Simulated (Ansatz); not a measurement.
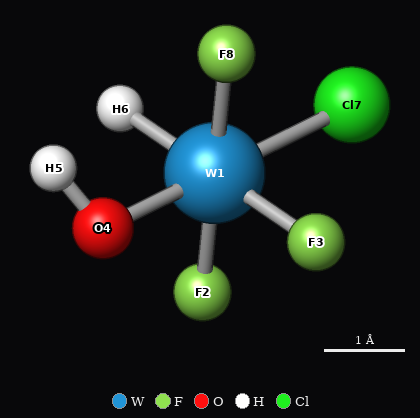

**Figure 1.** The input geometry (ball-and-stick view, seen at a tilt; atoms are numbered from 1 in the order of the input). Sticks mark near contacts. Bond lengths as drawn: Cl–W 2.39 Å, F–W 1.85 Å, H–O 1.01 Å, H–W 1.72 Å and O–W 1.94 Å.

# Run report: WH2ClOF3, geometry relaxation (part 1 of 2)

- system: WH2ClOF3
- method: RKS PBE/def2-SVP (Ansatz 0.2.0)

It belongs to a series of runs on one base structure; here: start relaxed. Figures and captions count atoms from 1; the log counts them from 0 in places.

What the program printed:
```
The last accepted step is kept in [file] (removed where the run ends without a failure and the disk answers)
Engine: ansatz 0.2.0, aarch64-unknown-linux-gnu
Functional definition: PBE
  parameter kappa = 0.804
  parameter beta = 0.06672455060314922
  exchange = pbe_x(kappa = kappa, mu = beta*pi^2/3)
  correlation = pbe_c(beta = beta)
1205 factors; their error is unknown
mean field evaluation 1: about -24544.9855 eV, gradient 8.4e1 eV
mean field evaluation 2: about -24294.3320 eV, gradient 3.1e2 eV
mean field evaluation 4: about -24552.1923 eV, gradient 5.4e1 eV
mean field evaluation 8: about -24557.9154 eV, gradient 1.4e0 eV
mean field evaluation 16: about -24557.8544 eV, gradient 5.3e-3 eV
mean field -24557.85440407 eV, -902.4845034380 hartree, gradient 2.7e-5 eV, S^2 0.000000; 0 other end points of the search recorded, 0 dependent functions left out
the calculation of the forces begins
reference -24557.85447459 eV, -902.4845060294 hartree; 34, 34 occupied and 82, 82 virtual orbitals, 1205 factors
relax step   1: F+E_penalty+E_count = -24557.85440407 eV  Δ(F+E_penalty+E_count) = +0.000e0 eV  max|allowed force component| = 2.216e0 eV/Å  Δτ_max = 0.0000 Å  (33 SCF iters, accepted)
these checks for a lower state are left out or cut short: starts, cluster_reference, orbital_swaps, neighbouring_geometries, increment
1205 factors; their error is unknown
mean field -24558.26015080 eV, -902.4994143552 hartree, gradient 1.1e-5 eV, S^2 0.000000; 0 other end points of the search recorded, 0 dependent functions left out
[... from here on the field's lines of each further geometry are left out, up to the last ...]
relax step   2: F+E_penalty+E_count = -24558.26015080 eV  Δ(F+E_penalty+E_count) = -4.057e-1 eV  max|allowed force component| = 9.777e-1 eV/Å  Δτ_max = 0.1962 Å  (45 SCF iters, accepted)
relax step   3: F+E_penalty+E_count = -24558.34135282 eV  Δ(F+E_penalty+E_count) = -8.120e-2 eV  max|allowed force component| = 5.849e-1 eV/Å  Δτ_max = 0.0853 Å  (38 SCF iters, accepted)
relax step   4: F+E_penalty+E_count = -24558.37542667 eV  Δ(F+E_penalty+E_count) = -3.407e-2 eV  max|allowed force component| = 2.578e-1 eV/Å  Δτ_max = 0.1054 Å  (38 SCF iters, accepted)
relax step   5: F+E_penalty+E_count = -24558.40373419 eV  Δ(F+E_penalty+E_count) = -2.831e-2 eV  max|allowed force component| = 3.804e-1 eV/Å  Δτ_max = 0.1143 Å  (37 SCF iters, accepted)
relax step   6: F+E_penalty+E_count = -24558.43867315 eV  Δ(F+E_penalty+E_count) = -3.494e-2 eV  max|allowed force component| = 4.959e-1 eV/Å  Δτ_max = 0.2000 Å  (39 SCF iters, accepted)
relax step   7: F+E_penalty+E_count = -24558.42905499 eV  Δ(F+E_penalty+E_count) = +9.618e-3 eV  max|allowed force component| = 1.382e0 eV/Å  Δτ_max = 0.1939 Å  (39 SCF iters, rejected (line search))
relax step   8: F+E_penalty+E_count = -24558.46438721 eV  Δ(F+E_penalty+E_count) = -2.571e-2 eV  max|allowed force component| = 2.299e-1 eV/Å  Δτ_max = 0.0960 Å  (40 SCF iters, accepted)
relax step   9: F+E_penalty+E_count = -24558.48274984 eV  Δ(F+E_penalty+E_count) = -1.836e-2 eV  max|allowed force component| = 1.948e-1 eV/Å  Δτ_max = 0.1000 Å  (38 SCF iters, accepted)
relax step  10: F+E_penalty+E_count = -24558.48591328 eV  Δ(F+E_penalty+E_count) = -3.163e-3 eV  max|allowed force component| = 2.852e-1 eV/Å  Δτ_max = 0.1272 Å  (39 SCF iters, accepted)
relax step  11: F+E_penalty+E_count = -24558.49468803 eV  Δ(F+E_penalty+E_count) = -8.775e-3 eV  max|allowed force component| = 1.609e-1 eV/Å  Δτ_max = 0.0690 Å  (34 SCF iters, accepted)
relax step  12: F+E_penalty+E_count = -24558.50826416 eV  Δ(F+E_penalty+E_count) = -1.358e-2 eV  max|allowed force component| = 3.789e-1 eV/Å  Δτ_max = 0.1952 Å  (38 SCF iters, accepted)
relax step  13: F+E_penalty+E_count = -24558.51550471 eV  Δ(F+E_penalty+E_count) = -7.241e-3 eV  max|allowed force component| = 1.572e-1 eV/Å  Δτ_max = 0.0423 Å  (34 SCF iters, accepted)
relax step  14: F+E_penalty+E_count = -24558.52013632 eV  Δ(F+E_penalty+E_count) = -4.632e-3 eV  max|allowed force component| = 8.042e-2 eV/Å  Δτ_max = 0.0298 Å  (32 SCF iters, accepted)
relax step  15: F+E_penalty+E_count = -24558.52204718 eV  Δ(F+E_penalty+E_count) = -1.911e-3 eV  max|allowed force component| = 1.065e-1 eV/Å  Δτ_max = 0.0559 Å  (34 SCF iters, accepted)
relax step  16: F+E_penalty+E_count = -24558.52518627 eV  Δ(F+E_penalty+E_count) = -3.139e-3 eV  max|allowed force component| = 1.201e-1 eV/Å  Δτ_max = 0.0289 Å  (32 SCF iters, accepted)
relax step  17: F+E_penalty+E_count = -24558.52973737 eV  Δ(F+E_penalty+E_count) = -4.551e-3 eV  max|allowed force component| = 3.341e-1 eV/Å  Δτ_max = 0.0714 Å  (32 SCF iters, accepted)
relax step  18: F+E_penalty+E_count = -24558.55423031 eV  Δ(F+E_penalty+E_count) = -2.449e-2 eV  max|allowed force component| = 1.726e-1 eV/Å  Δτ_max = 0.1175 Å  (37 SCF iters, accepted)
relax step  19: F+E_penalty+E_count = -24558.49668968 eV  Δ(F+E_penalty+E_count) = +5.754e-2 eV  max|allowed force component| = 2.079e0 eV/Å  Δτ_max = 0.1952 Å  (37 SCF iters, rejected (line search))
relax step  20: F+E_penalty+E_count = -24558.57191335 eV  Δ(F+E_penalty+E_count) = -1.768e-2 eV  max|allowed force component| = 2.418e-1 eV/Å  Δτ_max = 0.0976 Å  (39 SCF iters, accepted)
relax step  21: F+E_penalty+E_count = -24558.58819544 eV  Δ(F+E_penalty+E_count) = -1.628e-2 eV  max|allowed force component| = 6.436e-1 eV/Å  Δτ_max = 0.0973 Å  (37 SCF iters, accepted)
relax step  22: F+E_penalty+E_count = -24558.59595404 eV  Δ(F+E_penalty+E_count) = -7.759e-3 eV  max|allowed force component| = 9.234e-1 eV/Å  Δτ_max = 0.1224 Å  (38 SCF iters, accepted)
relax step  23: F+E_penalty+E_count = -24558.61124534 eV  Δ(F+E_penalty+E_count) = -1.529e-2 eV  max|allowed force component| = 4.301e-1 eV/Å  Δτ_max = 0.0497 Å  (33 SCF iters, accepted)
relax step  24: F+E_penalty+E_count = -24558.61957807 eV  Δ(F+E_penalty+E_count) = -8.333e-3 eV  max|allowed force component| = 3.313e-1 eV/Å  Δτ_max = 0.0462 Å  (32 SCF iters, accepted)
relax step  25: F+E_penalty+E_count = -24558.62382476 eV  Δ(F+E_penalty+E_count) = -4.247e-3 eV  max|allowed force component| = 9.261e-2 eV/Å  Δτ_max = 0.0437 Å  (32 SCF iters, accepted)
relax step  26: F+E_penalty+E_count = -24558.62454977 eV  Δ(F+E_penalty+E_count) = -7.250e-4 eV  max|allowed force component| = 9.815e-2 eV/Å  Δτ_max = 0.0635 Å  (32 SCF iters, accepted)
relax step  27: F+E_penalty+E_count = -24558.62606376 eV  Δ(F+E_penalty+E_count) = -1.514e-3 eV  max|allowed force component| = 4.247e-2 eV/Å  Δτ_max = 0.0270 Å  (32 SCF iters, accepted)
the calculation of the forces begins
reference -24558.62641017 eV, -902.5128741387 hartree; 34, 34 occupied and 82, 82 virtual orbitals, 1205 factors
relax step  28: F+E_penalty+E_count = -24558.62634109 eV  Δ(F+E_penalty+E_count) = -2.773e-4 eV  max|allowed force component| = 1.771e-2 eV/Å  Δτ_max = 0.0123 Å  (32 SCF iters, accepted)
```

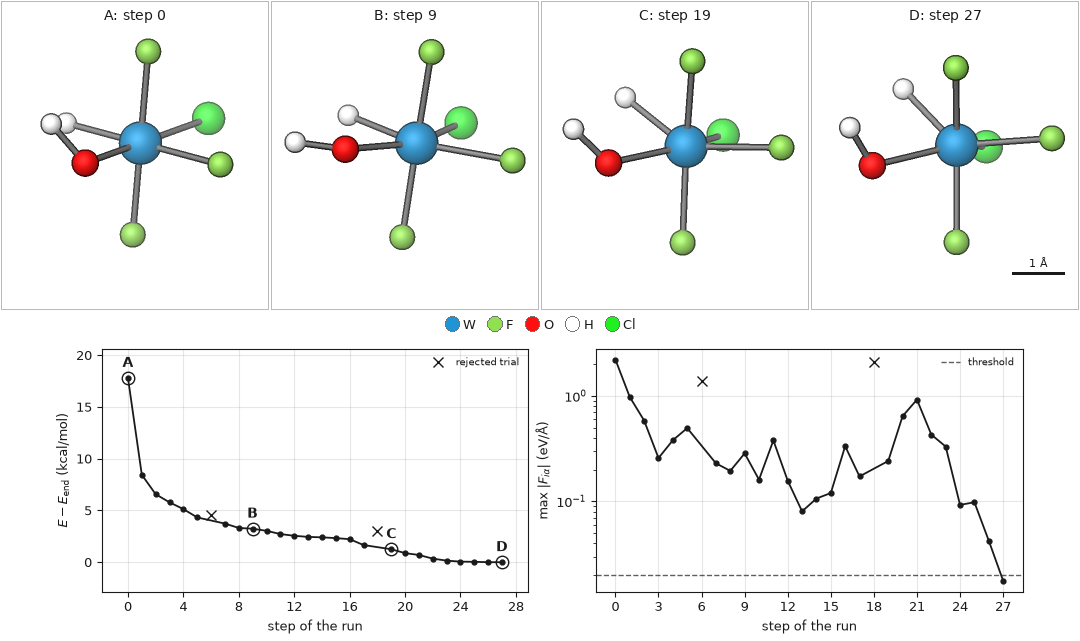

**Figure 2.** Frames of the relaxation (ball-and-stick view, seen at a tilt) above the curves, on which the letters mark them (the first geometry is step 0 here and step 1 in the log).

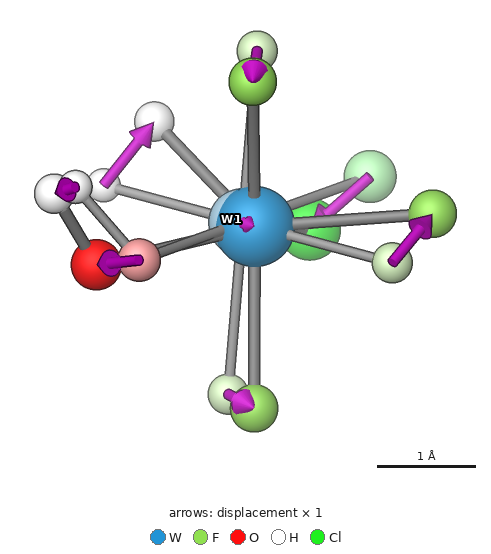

**Figure 3.** Start (faint) and end (solid) with the displacements as pink arrows, at true length (ball-and-stick view, seen at a tilt). The two geometries are laid on each other by the best rigid fit. After 27 geometry steps the energy has fallen by 17.8 kcal/mol. The largest force component goes from 2.2 to 0.018 eV/Å. The line search rejected the trial steps at points 6, 18 (counted from 0) and went back. The largest moves after the best rigid fit, 0.86 Å, are those of H6 and Cl7. Largest moves by element: H 0.86 Å, Cl 0.85 Å, F 0.79 Å, O 0.73 Å, W 0.16 Å. Among the contacts that change: W1–Cl7 2.390 → 2.319 Å, W1–F8 1.850 → 1.892 Å, W1–O4 1.940 → 1.901 Å, W1–F3 1.850 → 1.883 Å. Among the angles that change: F3–W1–H6 180.0° → 130.6°, O4–W1–Cl7 180.0° → 131.7°, F3–W1–O4 90.0° → 138.2°. (Atoms are counted from 1 in the order of the input.)

```
1205 factors; their error is unknown
mean field -24558.62634109 eV, -902.5128716004 hartree, gradient 1.5e-5 eV, S^2 0.000000; 1 other end points of the search recorded, 0 dependent functions left out
the calculation of the forces begins
reference -24558.62641017 eV, -902.5128741387 hartree; 34, 34 occupied and 82, 82 virtual orbitals, 1205 factors
Total energy: -24558.62641017 eV, -902.5128741387 hartree
Atom 0 at     0.156931     0.017700     0.008668 Å, force     0.010919     0.014032     0.004906 eV/Å
Atom 1 at     0.471351     0.317872     1.832301 Å, force     0.000517    -0.004588     0.002448 eV/Å
Atom 2 at     1.869898    -0.682516    -0.339647 Å, force    -0.008156     0.001943     0.000157 eV/Å
Atom 3 at    -0.662283     1.720301     0.217269 Å, force     0.001378    -0.006003    -0.017707 eV/Å
Atom 4 at    -0.925139     2.196015    -0.597277 Å, force     0.001029    -0.002134     0.011024 eV/Å
Atom 5 at    -1.333260    -0.291213    -0.734959 Å, force    -0.003266    -0.000671    -0.004500 eV/Å
Atom 6 at    -0.514539    -2.106348     0.654743 Å, force    -0.001346    -0.004468     0.004684 eV/Å
Atom 7 at     0.432742     0.655289    -1.751099 Å, force    -0.001075     0.001889    -0.001012 eV/Å
Dipole moment:    -0.284249     0.300292    -0.222513 e Å
```

Trajectory as extended XYZ (Å, eV, eV/Å), 27 of the 28 frames kept, from step=1 to step=28:
```
8
Properties=species:S:1:pos:R:3:forces:R:3 step=1 energy=-24557.85440
W     0.0000    0.0000    0.0000    0.2375  -0.1420   0.7088
F     0.0000    0.0000    1.8500   -0.2178   0.0207   0.1946
F     1.8500    0.0000    0.0000    2.2160  -0.0549   0.0569
O     0.0000    1.9400    0.0000   -1.5574  -1.0811  -1.1391
H    -0.6343    2.2771   -0.7100    0.8321   0.0153   0.8558
H    -1.7200    0.0000    0.0000   -0.7382   0.0459  -0.0859
Cl    0.0000   -2.3900    0.0000   -0.3917   1.1468  -0.0825
F     0.0000    0.0000   -1.8500   -0.3805   0.0492  -0.5086
8
Properties=species:S:1:pos:R:3:forces:R:3 step=2 energy=-24558.26015
W     0.1076   -0.0182    0.0269   -0.9777   0.6231   0.3075
F     0.0457   -0.0106    1.8811   -0.0620   0.0224  -0.0081
F     2.0125    0.0213    0.0278    0.4377  -0.0423  -0.0585
O    -0.1302    1.8820    0.0002   -0.4736  -0.6896  -0.9130
H    -0.6698    2.2530   -0.7506    0.3649  -0.0181   0.7036
H    -1.7013   -0.0063   -0.0212    0.7180  -0.0282   0.0631
Cl   -0.1668   -2.2938   -0.0374   -0.0750   0.0403  -0.0178
F    -0.0020   -0.0005   -1.8368    0.0677   0.0924  -0.0768
8
Properties=species:S:1:pos:R:3:forces:R:3 step=3 energy=-24558.34135
W     0.1326   -0.0181    0.0275   -0.2990   0.5291   0.0594
F     0.0293    0.0097    1.8807    0.0612  -0.0074   0.0205
F     2.0581   -0.0035    0.0277    0.0270  -0.0712   0.0310
O    -0.1497    1.8517   -0.0421   -0.3712  -0.2326  -0.5849
H    -0.7491    2.2567   -0.7193    0.3250  -0.0533   0.5273
H    -1.6283   -0.0136    0.0033    0.2054  -0.0003  -0.0288
Cl   -0.2421   -2.2695   -0.0455    0.0121  -0.1085  -0.0213
F     0.0449    0.0137   -1.8425    0.0395  -0.0559  -0.0034
8
Properties=species:S:1:pos:R:3:forces:R:3 step=4 energy=-24558.37543
W     0.1392   -0.0094    0.0238    0.2302   0.2191  -0.1383
F     0.0465    0.0410    1.8791   -0.0009  -0.0643   0.0130
F     2.0734   -0.0502    0.0421   -0.1586  -0.0518  -0.0144
O    -0.1587    1.8381   -0.0757   -0.1959  -0.0128  -0.2578
H    -0.8209    2.2844   -0.6473    0.1534   0.0329   0.2344
H    -1.5958    0.0058   -0.0354   -0.1236  -0.0673   0.0367
Cl   -0.2550   -2.2626   -0.0467   -0.0085  -0.0435   0.0772
F     0.0670   -0.0200   -1.8498    0.1040  -0.0122   0.0493
8
Properties=species:S:1:pos:R:3:forces:R:3 step=5 energy=-24558.40373
W     0.1441    0.0074    0.0004    0.3804  -0.0224  -0.1363
F     0.0457    0.0485    1.8579    0.0362   0.0433   0.0038
F     2.0771   -0.0980    0.0330   -0.2102  -0.0704   0.0139
O    -0.1631    1.8428   -0.1140   -0.1781  -0.0147  -0.0557
H    -0.8740    2.3406   -0.5631    0.0390   0.0901   0.0869
H    -1.5885   -0.0279   -0.0508   -0.1386   0.0495  -0.0302
Cl   -0.2710   -2.2491    0.0016    0.0422  -0.0201  -0.0159
F     0.1255   -0.0372   -1.8750    0.0290  -0.0553   0.1334
8
Properties=species:S:1:pos:R:3:forces:R:3 step=6 energy=-24558.43867
W     0.1719    0.0274   -0.0358   -0.3375   0.4959  -0.0569
F     0.0702    0.1115    1.8229    0.0459   0.0846   0.0229
F     2.0773   -0.2326    0.0404   -0.0453  -0.1271   0.0062
O    -0.2178    1.8548   -0.1697    0.1086  -0.3972   0.0246
H    -0.9716    2.4262   -0.4110    0.0284  -0.0477   0.0363
H    -1.5668   -0.0494   -0.1034    0.0316  -0.0147  -0.0106
Cl   -0.2726   -2.2288    0.0463    0.1192  -0.0443   0.0065
F     0.2051   -0.0819   -1.8998    0.0491   0.0505  -0.0290
8
Properties=species:S:1:pos:R:3:forces:R:3 step=7 energy=-24558.42906 accepted=F
W     0.1740    0.0608   -0.0741    0.2412  -0.1596   0.1337
F     0.0915    0.2069    1.7868    0.0232   0.1135  -0.0283
F     2.0421   -0.4232    0.0455   -0.4471   0.1594  -0.0255
O    -0.2603    1.8649   -0.2209   -1.3284   0.9580  -0.0998
H    -1.0531    2.4996   -0.2597    1.3819  -1.1134   0.0695
H    -1.5653   -0.0787   -0.1561    0.2377  -0.0719   0.0039
Cl   -0.2133   -2.2160    0.0986   -0.1031  -0.0410  -0.0013
F     0.2803   -0.0872   -1.9302   -0.0054   0.1549  -0.0522
```
